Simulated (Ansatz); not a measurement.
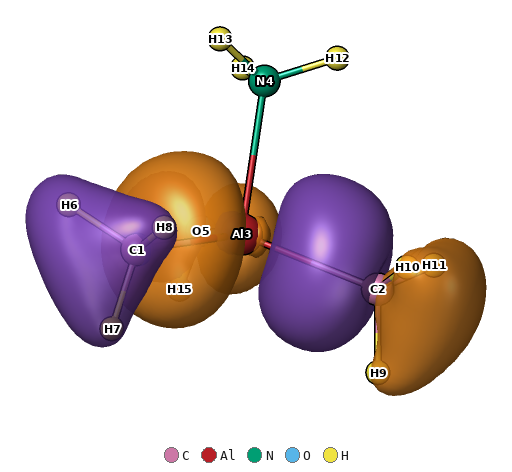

Figure. C2H10AlNO. One frontier orbital at ±0.1 Å⁻³ᐟ² (orange and purple are the two phases), seen at a tilt.

Geometry: PBE0-D4/def2-SVP.

Computed with Ansatz 0.2.0, isolated molecule in a Gaussian basis; Kohn-Sham density functional theory, functional PBE0.

```xyz
15

C     0.3344    1.2808    0.0316
C    -2.9284    0.6517    0.7286
Al   -1.0306    0.5692    1.2690
N    -0.9250    1.8258    2.8941
O    -0.5501   -0.7509    2.3251
H     1.3329    1.3570    0.4973
H     0.4557    0.6332   -0.8547
H     0.0736    2.2815   -0.3574
H    -3.1496   -0.0598   -0.0866
H    -3.2179    1.6479    0.3487
H    -3.6175    0.3996    1.5540
H    -1.8090    2.2501    3.1728
H    -0.2190    2.5584    2.8310
H    -0.6405    1.1599    3.6178
H    -0.4374   -1.6560    2.0338
```

Which orbital is it: HOMO or LUMO?

The HOMO, at −6.69 eV. Its weight (Hirshfeld) is mainly on C1 (about 25 %), C2 (about 25 %), Al3 (about 15 %) and O5 (about 15 %).
